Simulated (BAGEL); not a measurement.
**singlet [GaNH3]+ at 6 levels**

Wanted: a comparison of 6 runs (HF/STO-3G, HF/3-21G, HF/6-31G*, HF/def2-TZVP, B3LYP/6-31G*, RI-MP2/def2-TZVP) of singlet [GaNH3]+. 

Program for the calculation: BAGEL 1.2.2.

6 further runs of the same task are left out: 4 that didn't finish, 2 set aside as unsound or not needed. Runs told in other sessions of the task aren't counted.

**1. The system as given**

The species is [GaNH3]+ (5 atoms), meant as a singlet with charge +1. SMILES of the parent species: `[NH2][GaH]`. The shape is that of a PBE0-D4/def2-TZVP optimisation. This is one conformer, not always the lowest. That shape belongs to the parent species and isn't relaxed for this state.

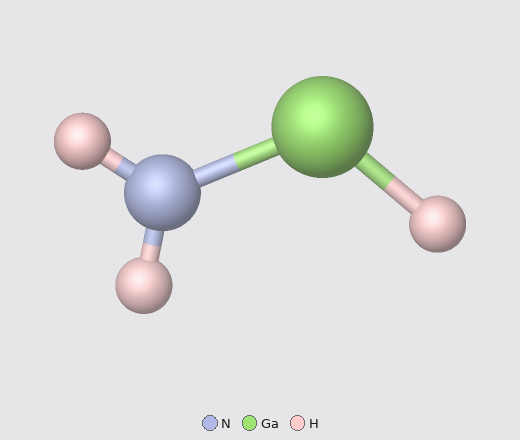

Viewed from a chosen angle; nitrogen light blue, gallium green, hydrogen pink.

**2. The energy at HF/STO-3G (density fitting with qzvpp-jkfit) (run 1)**

File job.json:

```json
{ "bagel": [

{
  "title": "molecule",
  "basis": "sto-3g",
  "df_basis": "qzvpp-jkfit",
  "angstrom": true,
  "geometry": [
    { "atom": "N", "xyz": [   -0.211900,   -0.684000,    0.064700 ] },
    { "atom": "Ga", "xyz": [    0.815500,    0.782900,    0.417000 ] },
    { "atom": "H", "xyz": [   -0.946800,   -0.701300,   -0.625100 ] },
    { "atom": "H", "xyz": [   -0.115200,   -1.569300,    0.532000 ] },
    { "atom": "H", "xyz": [    0.508200,    2.097900,   -0.430100 ] }
  ]
},
{
  "title": "hf",
  "charge": 1
},
{
  "title": "print",
  "file": "orbitals.molden",
  "orbitals": true
}

]}
```

The run is started by

```console
$ BAGEL_NUM_THREADS=1 BAGEL job.json > job.out
```

The log of the run:

```text
* using 1 threads per process

  ===============================================================
  ===============================================================

  *** Geometry ***

  { "atom" : "N", "xyz" : [     -0.400433,     -1.292573,      0.122265 ] },
  { "atom" : "Ga", "xyz" : [      1.541072,      1.479467,      0.788016 ] },
  { "atom" : "H", "xyz" : [     -1.789193,     -1.325265,     -1.181268 ] },
  { "atom" : "H", "xyz" : [     -0.217696,     -2.965547,      1.005334 ] },
  { "atom" : "H", "xyz" : [      0.960359,      3.964456,     -0.812771 ] },

  Number of auxiliary basis functions:      397

  Since a DF basis is specified, we compute 2- and 3-index integrals:
    o Being stored without compression. Storage requirement is 0.002 GB

  Number of basis functions:       26
  Number of electrons      :       41

    * METHOD: MOLECULE                             0.09

  *** RHF ***

  === Nuclear Repulsion ===
    95.4199268749

      * DIIS with orbital gradients will be used.

  === RHF iteration (sto-3g) ===
      0      -1956.04889855          0.01869192           0.01
      1      -1956.10728850          0.01099638           0.01
      2      -1956.12760734          0.00166354           0.01
[... 20 lines of this table left out ...]
     23      -1956.12894228          0.00000001           0.01
    * SCF iteration converged.

    * Permanent dipole moment:
           (   -0.348786,     0.063779,    -0.357455) a.u.

    * METHOD: HF                                   0.29

    * METHOD: PRINT                                0.00

  ===============================================================
```

Run time: 0.75 s. Hardware: 1 thread of Intel Xeon 6975P-C (Granite Rapids), shared host; peak memory 0.081 GiB.

**3. A single-point energy at HF/3-21G (density fitting with qzvpp-jkfit) (run 2)**

File hf.json:

```json
{ "bagel" : [

{
  "title" : "molecule",
  "basis" : "3-21g",
  "df_basis" : "qzvpp-jkfit",
  "angstrom" : true,
  "geometry" : [
    { "atom" : "N", "xyz" : [   -0.211900,   -0.684000,    0.064700 ] },
    { "atom" : "Ga", "xyz" : [    0.815500,    0.782900,    0.417000 ] },
    { "atom" : "H", "xyz" : [   -0.946800,   -0.701300,   -0.625100 ] },
    { "atom" : "H", "xyz" : [   -0.115200,   -1.569300,    0.532000 ] },
    { "atom" : "H", "xyz" : [    0.508200,    2.097900,   -0.430100 ] }
  ]
},
{
  "title" : "hf",
  "charge" : 1
},
{
  "title" : "print",
  "file" : "orbitals.molden",
  "orbitals" : true
}

]}
```

The run is started by

```console
$ BAGEL_NUM_THREADS=1 BAGEL hf.json > hf.out
```

The log of the run:

```text
* using 1 threads per process

  ===============================================================
  ===============================================================

  *** Geometry ***

  { "atom" : "N", "xyz" : [     -0.400433,     -1.292573,      0.122265 ] },
  { "atom" : "Ga", "xyz" : [      1.541072,      1.479467,      0.788016 ] },
  { "atom" : "H", "xyz" : [     -1.789193,     -1.325265,     -1.181268 ] },
  { "atom" : "H", "xyz" : [     -0.217696,     -2.965547,      1.005334 ] },
  { "atom" : "H", "xyz" : [      0.960359,      3.964456,     -0.812771 ] },

  Number of auxiliary basis functions:      397

  Since a DF basis is specified, we compute 2- and 3-index integrals:
    o Being stored without compression. Storage requirement is 0.004 GB

  Number of basis functions:       37
  Number of electrons      :       41

    * METHOD: MOLECULE                             0.11

  *** RHF ***

  === Nuclear Repulsion ===
    95.4199268749

      * DIIS with orbital gradients will be used.

  === RHF iteration (3-21g) ===
      0      -1969.31532812          0.03405192           0.02
      1      -1969.38973693          0.02399059           0.01
      2      -1969.43917969          0.00170343           0.01
      3      -1969.44006171          0.00030166           0.01
      4      -1969.44008960          0.00006046           0.01
      5      -1969.44009075          0.00001413           0.01
      6      -1969.44009083          0.00000419           0.01
      7      -1969.44009084          0.00000111           0.01
      8      -1969.44009084          0.00000057           0.02
      9      -1969.44009084          0.00000012           0.01
     10      -1969.44009084          0.00000004           0.01
     11      -1969.44009084          0.00000001           0.01
    * SCF iteration converged.

    * Permanent dipole moment:
           (   -0.683158,    -0.067330,    -0.618613) a.u.

    * METHOD: HF                                   0.23

    * METHOD: PRINT                                0.00

  ===============================================================
```

Run time: 0.66 s. Hardware: 1 thread of Intel Xeon 6975P-C (Granite Rapids), shared host; peak memory 0.081 GiB.

**4. The energy at HF/6-31G(d) (density fitting with qzvpp-jkfit, spherical functions) (run 3)**

File input.json:

```json
{ "bagel" : [

{
  "title" : "molecule",
  "basis" : "6-31gs.json",
  "df_basis" : "qzvpp-jkfit",
  "angstrom" : true,
  "geometry" : [
    { "atom" : "N", "xyz" : [      -0.211900,      -0.684000,       0.064700 ] },
    { "atom" : "Ga", "xyz" : [       0.815500,       0.782900,       0.417000 ] },
    { "atom" : "H", "xyz" : [      -0.946800,      -0.701300,      -0.625100 ] },
    { "atom" : "H", "xyz" : [      -0.115200,      -1.569300,       0.532000 ] },
    { "atom" : "H", "xyz" : [       0.508200,       2.097900,      -0.430100 ] }
  ]
},

{ "title" : "hf", "charge" : 1 },

{ "title" : "print", "file" : "orbitals.molden", "orbitals" : true }

]}
```

The basis set 6-31G* is read from a file made from the Basis Set Exchange's data (not shown).

The run is started by

```console
$ BAGEL_NUM_THREADS=1 BAGEL input.json > input.out
```

The log of the run:

```text
* using 1 threads per process

  ===============================================================
  ===============================================================

  *** Geometry ***

  { "atom" : "N", "xyz" : [     -0.400433,     -1.292573,      0.122265 ] },
  { "atom" : "Ga", "xyz" : [      1.541072,      1.479467,      0.788016 ] },
  { "atom" : "H", "xyz" : [     -1.789193,     -1.325265,     -1.181268 ] },
  { "atom" : "H", "xyz" : [     -0.217696,     -2.965547,      1.005334 ] },
  { "atom" : "H", "xyz" : [      0.960359,      3.964456,     -0.812771 ] },

  Number of auxiliary basis functions:      397

  Since a DF basis is specified, we compute 2- and 3-index integrals:
    o Being stored without compression. Storage requirement is 0.009 GB

  Number of basis functions:       52
  Number of electrons      :       41

    * METHOD: MOLECULE                             0.10

  *** RHF ***

  === Nuclear Repulsion ===
    95.4199268749

      * DIIS with orbital gradients will be used.

  === RHF iteration (6-31gs.json) ===
      0      -1978.67128923          0.02830197           0.02
      1      -1978.76389565          0.02198223           0.02
      2      -1978.84881560          0.00178144           0.02
[... 9 lines of this table left out ...]
     12      -1978.85020058          0.00000001           0.02
    * SCF iteration converged.

    * Permanent dipole moment:
           (   -0.624105,    -0.141847,    -0.531189) a.u.

    * METHOD: HF                                   0.33

    * METHOD: PRINT                                0.00

  ===============================================================
```

Run time: 0.74 s. Hardware: 1 thread of Intel Xeon 6975P-C (Granite Rapids), shared host; peak memory 0.081 GiB.

Runs 4 to 5 aren't shown in full; the table further down has their settings and results.

**5. The energy at RI-MP2/def2-TZVP (density fitting with qzvpp-jkfit) (run 6)**

File input.json:

```json
{ "bagel": [

{
  "title": "molecule",
  "basis": "def2-tzvp.json",
  "df_basis": "qzvpp-jkfit",
  "angstrom": true,
  "geometry": [
    { "atom": "N", "xyz": [   -0.211900,   -0.684000,    0.064700 ] },
    { "atom": "Ga", "xyz": [    0.815500,    0.782900,    0.417000 ] },
    { "atom": "H", "xyz": [   -0.946800,   -0.701300,   -0.625100 ] },
    { "atom": "H", "xyz": [   -0.115200,   -1.569300,    0.532000 ] },
    { "atom": "H", "xyz": [    0.508200,    2.097900,   -0.430100 ] }
  ]
},
{ "title": "hf", "charge": 1 },
{ "title": "mp2", "charge": 1, "ncore": 10 }

]}
```

The basis set def2-TZVP is read from a file made from the Basis Set Exchange's data (not shown).

The run is started by

```console
$ BAGEL_NUM_THREADS=1 BAGEL input.json > input.out
```

The log of the run:

```text
* using 1 threads per process

  ===============================================================
  ===============================================================

  *** Geometry ***

[... 29 lines left out ...]
    * SCF iteration converged.
[... 1 line left out ...]
    * Permanent dipole moment:
[... 2 lines left out ...]
    * METHOD: HF                                   0.77

  *** RHF ***

  === Nuclear Repulsion ===
    95.4199268749

      * DIIS with orbital gradients will be used.

  === RHF iteration (def2-tzvp.json) ===
      0      -1979.16977235          0.00000001           0.04
    * SCF iteration converged.

    * Permanent dipole moment:
           (   -0.660740,    -0.163318,    -0.556785) a.u.

  === DF-MP2 calculation ===

    * freezing 10 orbitals
    * 3-index integral transformation done
    * assembly done

      MP2 correlation energy:   -0.4124865943      0.02

      MP2 total energy:       -1979.5822589478

    * METHOD: MP2                                  0.10

  ===============================================================
```

Wall time 1.3 s (1 thread of Intel Xeon 6975P-C (Granite Rapids), shared host); peak memory 0.11 GiB.

**6. Overview of the runs**

| run | level | frozen core orbitals | energy (Eh) | HOMO energy (eV) | LUMO energy (eV) | HOMO–LUMO gap (eV) | wall time |
| --- | --- | --- | --- | --- | --- | --- | --- |
| 1 | HF/STO-3G (density fitting with qzvpp-jkfit) | – | -1956.128942 | -15.45 | -4.90 | 10.55 | 0.75 s |
| 2 | HF/3-21G (density fitting with qzvpp-jkfit) | – | -1969.440091 | -16.29 | -6.88 | 9.41 | 0.66 s |
| 3 | HF/6-31G* (density fitting with qzvpp-jkfit, spherical functions) | – | -1978.850201 | -16.55 | -7.11 | 9.44 | 0.74 s |
| 4 | HF/def2-TZVP (density fitting with qzvpp-jkfit) | – | -1979.169772 | -16.59 | -7.05 | 9.54 | 1.5 s |
| 5 | B3LYP/6-31G* (density fitting with qzvpp-jkfit, spherical functions) | – | -1980.849139 | -13.20 | -10.70 | 2.50 | 2.9 s |
| 6 | RI-MP2/def2-TZVP (density fitting with qzvpp-jkfit) | 10 | -1979.582259 | – | – | – | 1.3 s |

**7. Results**

```
                                           quantity           value
                                run 6: total energy  -1979.58226 Eh
run 6: correlation energy (10 core orbitals frozen)      -412.5 mEh
```

In words: Over runs 1, 2, 3, 4, 5 the HOMO–LUMO gap runs from 2.50 eV (B3LYP/6-31G*) to 10.55 eV (HF/STO-3G). The two ends differ in method and basis. In run 1 the basis is minimal, so the values are rough. All runs together took 7.9 s, the longest 2.9 s.
